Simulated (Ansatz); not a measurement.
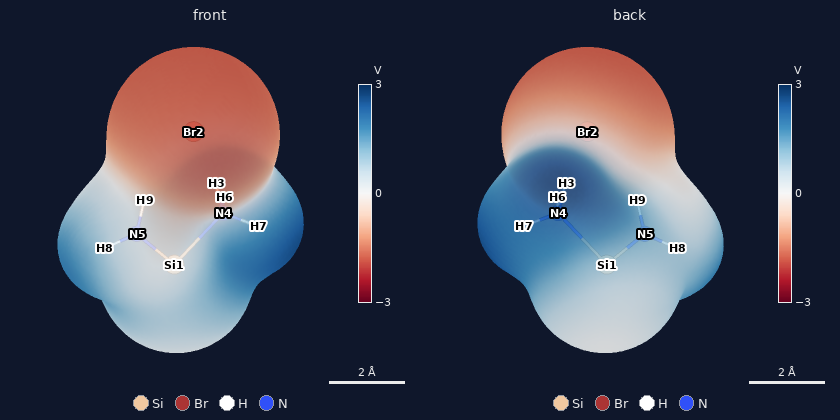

*H5N2Si···Br. The molecular electrostatic potential painted on the density surface at 0.001 e/bohr³, seen from the front and from behind; red is negative and blue positive.*

The product side of a reaction path; geometry: PBE0-D4/def2-TZVP.

Computed with RKS PBE0-D4/def2-TZVPP in Ansatz.

```xyz
9

Si    0.7816    1.3786    0.2490
Br   -1.3027   -1.9791   -0.8081
H     0.0186   -1.0667    0.2830
N     0.7025   -0.4256    0.8804
N    -0.4604    1.1843   -0.8533
H     0.3605   -0.4642    1.8394
H     1.6208   -0.8647    0.8886
H    -0.7717    1.9449   -1.4389
H    -0.9493    0.2923   -1.0403
```

Question: Describe the electrostatic potential map.

Answer: The most negative region (about −1.8 V) lies over Br2, the most positive (about +2.6 V) over H6 and H7.
